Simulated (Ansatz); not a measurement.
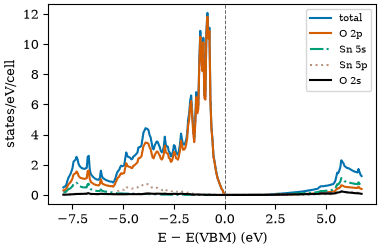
Total and projected density of states of SnO2 (rutile, P4_2/mnm), DFT-r²SCAN in the program Ansatz with PAW potentials

Task: Which orbitals carry the states next to the gap?

Result: Top 1 eV of the valence band: O 2p 98 %. Bottom 1 eV of the conduction band: Sn 5s 56 %, O 2s 25 %, O 2p 14 %. Projections are on Löwdin-orthogonalised atomic valence shells; empty p or d shells of many metals are not among them.

Task: Where is the tallest occupied peak in this window, and what makes it?

Result: Near -0.8 eV, about 12 states/eV per cell; the largest projected share is O 2p.

Symmetry was held in the r²SCAN relaxation. Scalar-relativistic: spin–orbit coupling is off unless named, which matters more the heavier the elements.

Potentials: the earlier of the program's two PAW sets.
